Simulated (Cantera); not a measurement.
Input: 1 mol SiCl₄, 4 mol NH₃, at 72.8 Torr.

Cantera equilibrium calculation (NASA polynomials, part measured and part estimated; ideal gas, pure solids and liquids). Candidate condensed phases: NH₄Cl, Si, Si₃N₄; 28 gas species. The tables' values for SiCl₃ are old estimates; treat these amounts as uncertain. Equilibrium is a limit: real reactors are often held back by kinetics, nucleation or transport.

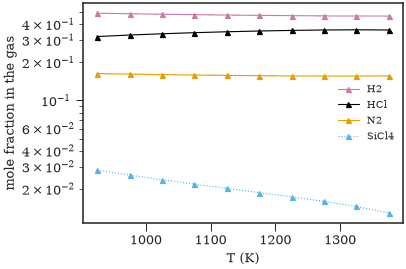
*Equilibrium gas composition (values under 1e-9 drawn at 1e-9)*

Problem. Read off the mole fractions at 1325 K.

Solution. H₂ about 0.46, HCl about 0.36, N₂ about 0.16, SiCl₄ about 0.015.
